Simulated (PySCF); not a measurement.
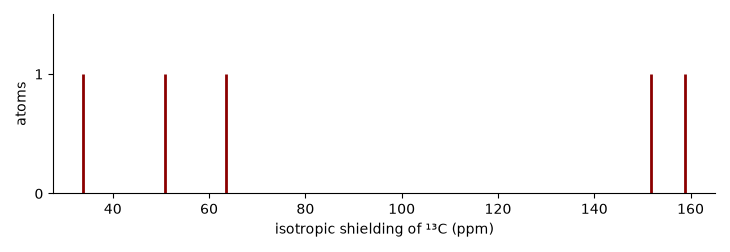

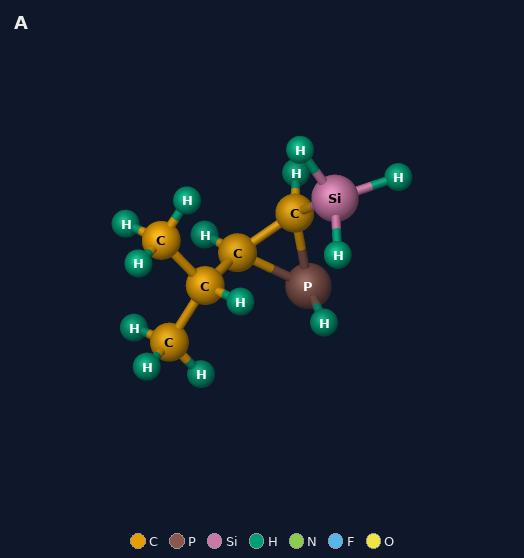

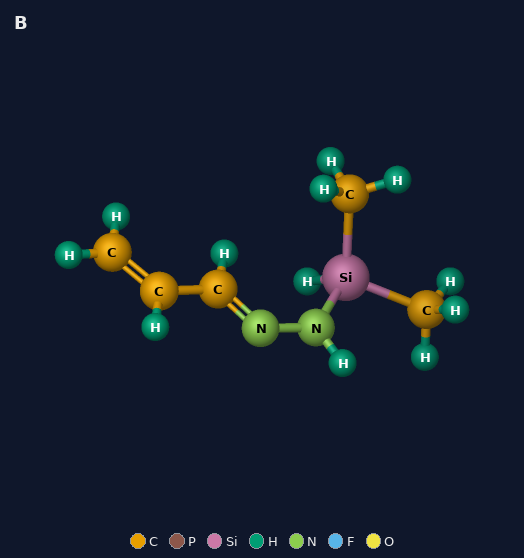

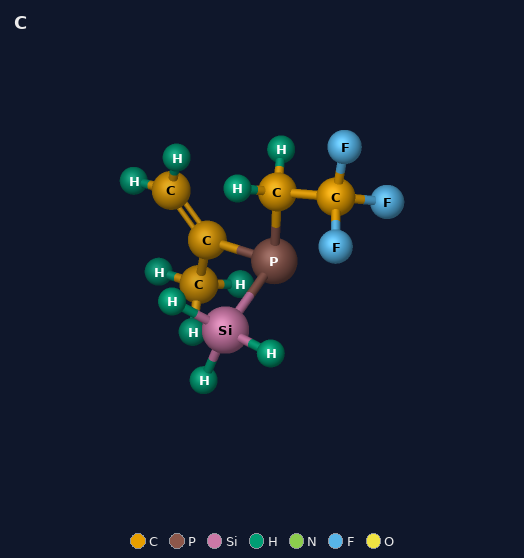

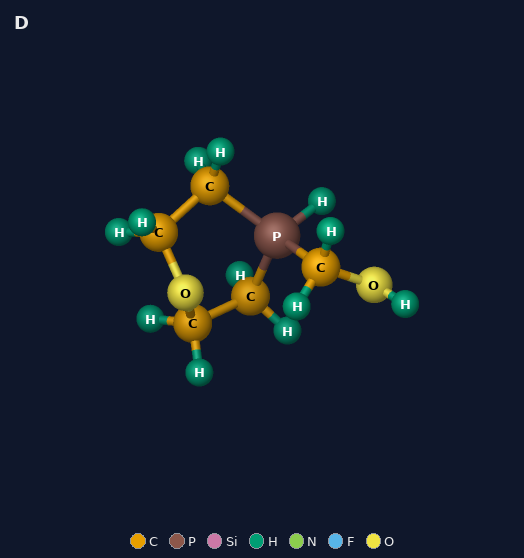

The sticks are computed shieldings of one of the molecules, for one fixed geometry (GFN2-xTB) without averaging over rotations. Low shielding means a high chemical shift. Method: GIAO PBE0/pcSseg-1 NMR shielding, non-relativistic, gas phase (PySCF 2.14.0).

Which molecule gives this pattern?

Answer. C, `C=C(C)P([SiH3])CC(F)(F)F`. Its 5 C atoms give lines at 33.9, 50.9, 63.5, 151.8, 158.9 ppm.

The geometry is semi-empirical. Around P, Si such bond lengths and angles can be off by a tenth of an ångström or more and by several degrees, and values that hang on the shape move with them.
